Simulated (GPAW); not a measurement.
**PtS2 (1T monolayer): sheet polarisability**

Wanted: the sheet polarisability of PtS2 (1T monolayer), with cost.

Calculated with GPAW 26.7.0; LDA and many-body steps on it, plane waves.

**1. The structure**

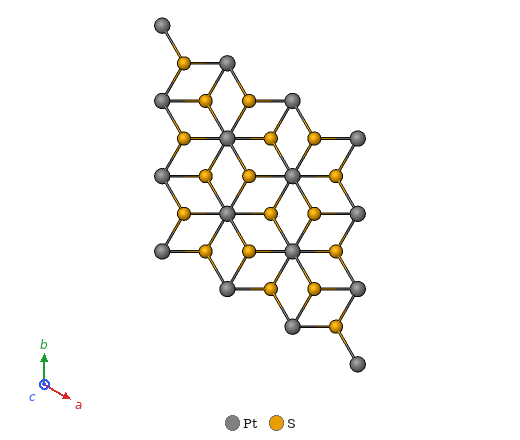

The cell as given, from above (platinum grey, sulfur orange). 3×3×1 cells are drawn. Some periodic images of atoms are drawn too.

The cell holds 3 atoms: 1 Pt and 2 S. Its edges and angles: a = 3.507 Å, b = 3.507 Å, c = 13.900 Å, α = 90.0°, β = 90.0°, γ = 120.0°. Vacuum lies along c.

Structure file:

```cif
data_structure
_symmetry_space_group_name_H-M 'P 1'
_symmetry_Int_Tables_number 1
_cell_length_a 3.5075
_cell_length_b 3.5075
_cell_length_c 13.9000
_cell_angle_alpha 90.000
_cell_angle_beta 90.000
_cell_angle_gamma 120.000
_cell_volume 148.09
loop_
_atom_site_label
_atom_site_type_symbol
_atom_site_fract_x
_atom_site_fract_y
_atom_site_fract_z
_atom_site_occupancy
Pt1 Pt 0.00000 0.00000 0.50000 1
S2 S 0.33333 0.66667 0.58721 1
S3 S 0.66667 0.33333 0.41279 1
```

The structure was relaxed with LDA. The runs that relaxed it are not among those shown. Spin-orbit coupling is left out unless a step names it.

**2. Empty states on the mesh, 15×15×1 mesh, 196 bands**

This step: GPAW 26.7.0; DFT, LDA, plane waves, PAW.

The sums over transitions need many empty states on a uniform mesh; this step solves for them.

run.py reads:

```python
import json
import numpy as np
from gpaw.mpi import world
from gpaw import GPAW

calc = GPAW('gs.gpw').fixed_density(kpts={'size': (15, 15, 1), 'gamma': True},
    nbands=228,
    convergence={'bands': 196},
    txt='nscf.txt')
calc.write('full.gpw', mode='all')
res = {}
kpts = calc.get_ibz_k_points()
res['kpts'] = kpts
res['eigenvalues'] = [calc.get_eigenvalues(kpt=k) for k in range(len(kpts))]
res['n_electrons'] = calc.get_number_of_electrons()

if world.rank == 0:
    with open('result.json', 'w') as f:
        json.dump(res, f, default=lambda x: x.tolist())
```

Launch:

```bash
$ mpirun -n 4 gpaw python run.py
```

Numbers of over 12 decimals in the logs are rounded to 6 here.

The program printed:

```text
Diagonalizing LCAO Hamiltonian
Converting LCAO to pw mode
convergence criteria:
- Maximum integral of absolute [eigenst]ate change: 4e-08 eV^2 / valence electron
maximum number of iterations: 100

SCF iterations
|iter     |     time |      energy | eigst |  dens |
|iter:   1|  |             | +4.29 |       |
|iter:   2|  |             | +3.10 |       |
|iter:   3|  |             | +2.01 |       |
[...]
|iter:  13|  |             | -6.67 |       |
|iter:  14|  |             | -7.27 |       |
|iter:  15|  |             | -7.56c|       |
SCF steps: 15
  __  _  _
 | _ |_)|_||  |
 |__||  | ||/\| - 26.7.0

Input parameters:
  mode=PW(ecut=450.000000),
  convergence={'bands': 196},
  gpts=array([18, 18, 70]),
  kpts=MonkhorstPack(size=(15, 15, 1), gamma=True),
  maxiter=100,
  nbands=228,
  occupations=Occupations(name='fermi-dirac', width=0.001, fixmagmom=False),
  parallel={},
  xc=XC(name='LDA')
# Writing to full.gpw (mode='all')
  [... matrices ...]

timing:  # [seconds]
  Total: 0.120  # ━━━━━━━━━━━━━━━━━━━━━━━━━━━━━━━━━━━━━━━━━━━━━━━━━━━━━━━━━━━
```

Elapsed: 3.2 min, on 4 MPI ranks of Arm Neoverse V1, shared host; peak memory 1.2 GiB.

Numbers from this step:

```
gap                                                           : 1.836 eV
k of the valence top                                          : 0.1333, 0, 0
k of the conduction bottom                                    : 0.2667, 0, 0
least direct gap                                              : 1.934 eV
k points computed                                             : 27
lowest point of the top converged band, above the valence top : 65.6740 eV
```

On this mesh the gap is 1.836 eV.

**3. RPA response**

The response function is computed on a frequency grid, with local fields up to the given cutoff.

This step: linear response, RPA, on LDA, plane waves, PAW.

run.py reads:

```python
import json
import numpy as np
from gpaw.mpi import world
from gpaw.response.df import DielectricFunction

df = DielectricFunction('full.gpw',
    ecut=50,
    nbands=196,
    eta=0.2,
    frequencies={'type': 'nonlinear', 'domega0': 0.05, 'omega2': 10.0},
    intraband=False,
    truncation='2D',
    txt='df.txt')
res = {'optical': {}, 'eels': []}
for d in 'x':
    y0, y = df.get_polarizability(direction=d, xc='RPA', filename=None)
    res['optical'][d] = [y0.real, y0.imag, y.real, y.imag]
res['w'] = df.get_frequencies()
for q_c in [[0.0666666667, 0, 0], [0.2, 0, 0], [0.4666666667, 0, 0], [0.8, 0, 0], [1.2, 0, 0]]:
    res['eels'].append(df.get_eels_spectrum(q_c=q_c, xc='RPA', filename=None))

if world.rank == 0:
    with open('result.json', 'w') as f:
        json.dump(res, f, default=lambda x: x.tolist())
```

Launch:

```bash
$ mpirun -n 4 gpaw python run.py
```

The program printed:

```text
Using integrator: PointIntegrator
NonLinearFrequencyDescriptor(from 0.000 to 121.856 eV, 404 points)
Nonperiodic BCs:  [False False  True]
Using integrator: PointIntegrator
NonLinearFrequencyDescriptor(from 0.000 to 121.856 eV, 404 points)
Nonperiodic BCs:  [False False  True]

Calculating chi0 body with:
    Ground state adapter containing:
    Number of spins: 1
    Number of kpoints: 225
    Number of irreducible kpoints: 27
    Number of completely occupied states: 14
    Number of partially occupied states: 14
    Occupied states memory: 4.844970703125 M / cpu

    Linear response parametrization:
    q_c: [0.0, 0.0, 0.0]
    Number of frequency points: 404
    Planewave cutoff: 50.0
    Number of bands: 196
    Number of planewaves: 113
    Broadening (eta): 0.2
    comm.size: 4
    kncomm.size: 4
    blockcomm.size: 1

    Memory estimate of potentially large arrays:
        chi0_wGG: 78.715149 M / cpu
Integrating chi0 body.

Symmetries of q_c:
    Direct symmetries (Uq -> q): 12
    Indirect symmetries (TUq -> q): 0
In total 12 allowed symmetries.

  [... matrices ...]
27 groups of equivalent kpoints. 88.0% reduction.

Integral kind: spectral function

Calculating chi0 optical extensions with:
    Ground state adapter containing:
    Number of spins: 1
    Number of kpoints: 225
    Number of irreducible kpoints: 27
    Number of completely occupied states: 14
    Number of partially occupied states: 14
    Occupied states memory: 4.844970703125 M / cpu

    Linear response parametrization:
    Number of frequency points: 404
    Planewave cutoff: 50.0
    Number of bands: 196
    Number of planewaves: 113
    Broadening (eta): 0.2
Integrating chi0 head and wings.

Symmetries of q_c:
    Direct symmetries (Uq -> q): 12
    Indirect symmetries (TUq -> q): 0
In total 12 allowed symmetries.

  [... matrices ...]
27 groups of equivalent kpoints. 88.0% reduction.

Integral kind: spectral function wings

Calculating chi0 body with:
    Ground state adapter containing:
    Number of spins: 1
    Number of kpoints: 225
    Number of irreducible kpoints: 27
    Number of completely occupied states: 14
    Number of partially occupied states: 14
    Occupied states memory: 4.844970703125 M / cpu

    Linear response parametrization:
    q_c: [0.0666666667, 0.0, 0.0]
    Number of frequency points: 404
    Planewave cutoff: 50.0
    Number of bands: 196
    Number of planewaves: 111
    Broadening (eta): 0.2
    comm.size: 4
    kncomm.size: 4
    blockcomm.size: 1

    Memory estimate of potentially large arrays:
        chi0_wGG: 75.953430 M / cpu
Integrating chi0 body.

Symmetries of q_c:
    Direct symmetries (Uq -> q): 2
    Indirect symmetries (TUq -> q): 0
In total 2 allowed symmetries.

  [... matrices ...]
120 groups of equivalent kpoints. 46.666667% reduction.

Integral kind: spectral function

[... 4 further calls ...]
```

Run time: 3.3 min. Hardware: 4 MPI ranks; peak memory 2.1 GiB; 13 min of CPU time.

Numbers from this step:

```yaml
static_polarisability_of_the_sheet_a: 5.441
the_same_without_local_fields: 6.080
```

The static value is 5.44.

The Im polarisability of the sheet has structure finer than the step of the table below, so its rows give means over 2 eV, whole bins alone (the curve runs from 0 to 39.8 eV). Peaks (eV: height): xx, no local fields 2.2: 10.1, 6.8: 3.40; xx, local fields 2.2: 8.56, 7.4: 3.48.

RPA, broadening 0.2 eV. Table of Im polarisability of the sheet by photon energy; means over each step:

```
photon energy (eV)  xx, no local fields (Å)  xx, local fields (Å)
                 2                     5.34                  4.55
                 4                     4.10                  3.91
                 6                     2.37                  2.26
                 8                     2.46                  2.46
                10                     1.21                  1.02
                12                     1.54                  1.20
                14                    0.937                 0.804
                16                    0.501                 0.538
                18                    0.264                 0.364
                20                    0.153                 0.245
                22                    0.111                 0.181
                24                   0.0849                 0.135
                26                   0.0785                0.0963
                28                   0.0669                0.0779
                30                   0.0610                0.0674
                32                   0.0533                0.0514
                34                   0.0431                0.0377
                36                   0.0364                0.0295
                38                   0.0316                0.0231
```

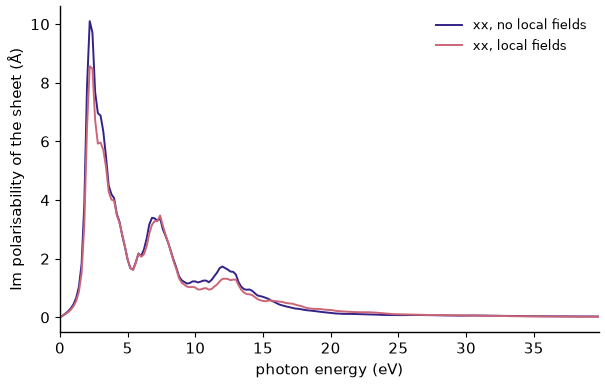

Im polarisability of the sheet, plotted against photon energy.

**4. RPA response, local-field cutoff (15×15×1 mesh, 196 bands, screening to 5 eV, broadening 0.2 eV)**

run.py: that of step 3 with these lines changed.

```diff
@@ -6,3 +6,3 @@
 df = DielectricFunction('full.gpw',
-    ecut=50,
+    ecut=5,
     nbands=196,
@@ -18,3 +18,3 @@
 res['w'] = df.get_frequencies()
-for q_c in [[0.0666666667, 0, 0], [0.2, 0, 0], [0.4666666667, 0, 0], [0.8, 0, 0], [1.2, 0, 0]]:
+for q_c in [[0.4666666667, 0, 0]]:
     res['eels'].append(df.get_eels_spectrum(q_c=q_c, xc='RPA', filename=None))
```

Launch:

```bash
$ mpirun -n 4 gpaw python run.py
```

The program printed:

```text
Using integrator: PointIntegrator
NonLinearFrequencyDescriptor(from 0.000 to 121.856 eV, 404 points)
Nonperiodic BCs:  [False False  True]
Using integrator: PointIntegrator
NonLinearFrequencyDescriptor(from 0.000 to 121.856 eV, 404 points)
Nonperiodic BCs:  [False False  True]

Calculating chi0 body with:
    Ground state adapter containing:
    Number of spins: 1
    Number of kpoints: 225
    Number of irreducible kpoints: 27
    Number of completely occupied states: 14
    Number of partially occupied states: 14
    Occupied states memory: 4.844970703125 M / cpu

    Linear response parametrization:
    q_c: [0.0, 0.0, 0.0]
    Number of frequency points: 404
    Planewave cutoff: 5.0
    Number of bands: 196
    Number of planewaves: 5
    Broadening (eta): 0.2
    comm.size: 4
    kncomm.size: 4
    blockcomm.size: 1

    Memory estimate of potentially large arrays:
        chi0_wGG: 0.154114 M / cpu
Integrating chi0 body.

Symmetries of q_c:
    Direct symmetries (Uq -> q): 12
    Indirect symmetries (TUq -> q): 0
In total 12 allowed symmetries.

  [... matrices ...]
27 groups of equivalent kpoints. 88.0% reduction.

Integral kind: spectral function

Calculating chi0 optical extensions with:
    Ground state adapter containing:
    Number of spins: 1
    Number of kpoints: 225
    Number of irreducible kpoints: 27
    Number of completely occupied states: 14
    Number of partially occupied states: 14
    Occupied states memory: 4.844970703125 M / cpu

    Linear response parametrization:
    Number of frequency points: 404
    Planewave cutoff: 5.0
    Number of bands: 196
    Number of planewaves: 5
    Broadening (eta): 0.2
Integrating chi0 head and wings.

Symmetries of q_c:
    Direct symmetries (Uq -> q): 12
    Indirect symmetries (TUq -> q): 0
In total 12 allowed symmetries.

  [... matrices ...]
27 groups of equivalent kpoints. 88.0% reduction.

Integral kind: spectral function wings

Calculating chi0 body with:
    Ground state adapter containing:
    Number of spins: 1
    Number of kpoints: 225
    Number of irreducible kpoints: 27
    Number of completely occupied states: 14
    Number of partially occupied states: 14
    Occupied states memory: 4.844970703125 M / cpu

    Linear response parametrization:
    q_c: [0.4666666667, 0.0, 0.0]
    Number of frequency points: 404
    Planewave cutoff: 5.0
    Number of bands: 196
    Number of planewaves: 4
    Broadening (eta): 0.2
    comm.size: 4
    kncomm.size: 4
    blockcomm.size: 1

    Memory estimate of potentially large arrays:
        chi0_wGG: 0.0986328125 M / cpu
Integrating chi0 body.

Symmetries of q_c:
    Direct symmetries (Uq -> q): 2
    Indirect symmetries (TUq -> q): 0
In total 2 allowed symmetries.

  [... matrices ...]
120 groups of equivalent kpoints. 46.666667% reduction.

Integral kind: spectral function
```

Elapsed: 52 s, on 4 MPI ranks; peak memory 1.4 GiB; 3.5 min of CPU time.

This step gave:

```
static polarisability of the sheet (Å) : 6.080
the same without local fields          : 6.080
```

The static value is 6.08.

**5. RPA response, fewer bands (15×15×1 mesh, 19 bands, screening to 50 eV, broadening 0.2 eV)**

run.py: that of step 4 with these lines changed.

```diff
@@ -6,4 +6,4 @@
 df = DielectricFunction('full.gpw',
-    ecut=5,
-    nbands=196,
+    ecut=50,
+    nbands=19,
     eta=0.2,
@@ -18,3 +18,3 @@
 res['w'] = df.get_frequencies()
-for q_c in [[0.4666666667, 0, 0]]:
+for q_c in []:
     res['eels'].append(df.get_eels_spectrum(q_c=q_c, xc='RPA', filename=None))
```

Launch:

```bash
$ mpirun -n 4 gpaw python run.py
```

The program printed:

```text
Using integrator: PointIntegrator
NonLinearFrequencyDescriptor(from 0.000 to 62.306 eV, 349 points)
Nonperiodic BCs:  [False False  True]
Using integrator: PointIntegrator
NonLinearFrequencyDescriptor(from 0.000 to 62.306 eV, 349 points)
Nonperiodic BCs:  [False False  True]

Calculating chi0 body with:
    Ground state adapter containing:
    Number of spins: 1
    Number of kpoints: 225
    Number of irreducible kpoints: 27
    Number of completely occupied states: 14
    Number of partially occupied states: 14
    Occupied states memory: 4.844970703125 M / cpu

    Linear response parametrization:
    q_c: [0.0, 0.0, 0.0]
    Number of frequency points: 349
    Planewave cutoff: 50.0
    Number of bands: 19
    Number of planewaves: 113
    Broadening (eta): 0.2
    comm.size: 4
    kncomm.size: 4
    blockcomm.size: 1

    Memory estimate of potentially large arrays:
        chi0_wGG: 67.998978 M / cpu
Integrating chi0 body.

Symmetries of q_c:
    Direct symmetries (Uq -> q): 12
    Indirect symmetries (TUq -> q): 0
In total 12 allowed symmetries.

  [... matrices ...]
27 groups of equivalent kpoints. 88.0% reduction.

Integral kind: spectral function

Calculating chi0 optical extensions with:
    Ground state adapter containing:
    Number of spins: 1
    Number of kpoints: 225
    Number of irreducible kpoints: 27
    Number of completely occupied states: 14
    Number of partially occupied states: 14
    Occupied states memory: 4.844970703125 M / cpu

    Linear response parametrization:
    Number of frequency points: 349
    Planewave cutoff: 50.0
    Number of bands: 19
    Number of planewaves: 113
    Broadening (eta): 0.2
Integrating chi0 head and wings.

Symmetries of q_c:
    Direct symmetries (Uq -> q): 12
    Indirect symmetries (TUq -> q): 0
In total 12 allowed symmetries.

  [... matrices ...]
27 groups of equivalent kpoints. 88.0% reduction.

Integral kind: spectral function wings
```

Elapsed: 5.8 s, on 4 MPI ranks; peak memory 1.6 GiB.

Numbers from this step:

```
static polarisability of the sheet (Å) : 5.058
the same without local fields          : 5.608
```

(Part 1 of 2 ends here.)

[Paths, hosts, dates, memory and timing lines, banners, echoed tables and standing remarks are left out of the program output.]

[Logs are printed without paths, hosts, clocks, repeated set-up lines and the standing remarks that a program may print on its own settings, such as how far it seeks lower states.]

[Runs of the session that timed out or met a known fault of the program may be left out.]

[Hosts, paths, dates, database ids (printed as entryN), source tags and the programs' standing remarks are cut or masked in the printed files.]
